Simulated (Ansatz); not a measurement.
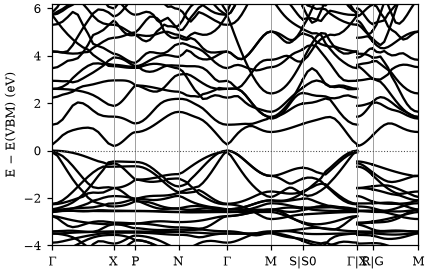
*Band structure from the program Ansatz at the PBEsol level (PAW)*

### Question
Read off the gap and where the band edges lie.

### Answer
About 0.2 eV (0.20 eV by a search for the band edges); maximum at Γ, minimum at X.

The material is ZnCu₂SiTe₄ in space group I-42m (No. 121; Zn on 2a, Si on 2b, Cu on 4d, Te on 8i).

The workflow started from a Materials Project entry (that database holds measured and hypothetical structures alike); the Crystallography Open Database copy checked does not list it. Whether it is the stable phase at ambient conditions was not checked. The PBEsol relaxation kept the symmetry of its start; whether a distortion lowers the energy is not shown. No spin polarisation was allowed. Scalar-relativistic: spin–orbit coupling is off unless named, which matters more the heavier the elements.

Potentials: the later of the program's two PAW sets.
